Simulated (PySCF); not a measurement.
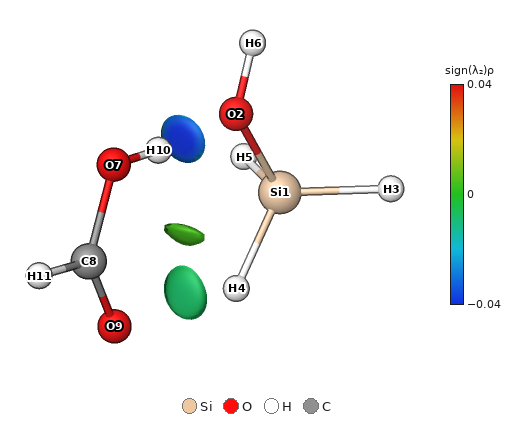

Figure. CH6O3Si, SMILES `[SiH3]O.OC=O`. Non-covalent interaction surfaces between the fragments (reduced density gradient s = 0.5, coloured by sign(λ₂)ρ in a.u.; trimmed to the region between the fragments where ρ is under 0.06 a.u.). Fragment A: SiH4O (atoms 1–6); fragment B: H2CO2.

Method: TPSS/6-311+G**; geometry: GFN2-xTB; program: PySCF.

Interpret the surfaces between the fragments.

Bond critical points between the fragments: O2···H10, hydrogen bond, 1.73 Å, ρ = 0.041 a.u.; H4···O9, 2.68 Å, ρ = 0.008 a.u. The strongest appears blue (attractive, sign(λ₂)ρ well below zero). Several contacts close a ring, whose ring point adds a part with positive λ₂ between them. The pose is a local one from a semi-empirical search, not shown to be the most stable.

How strongly are they bound?

The counterpoise-corrected interaction energy of the frozen fragments is −6.9 kcal/mol without dispersion correction and −8.6 kcal/mol with D3(BJ). The pair geometry is semi-empirical, not a minimum at this level.
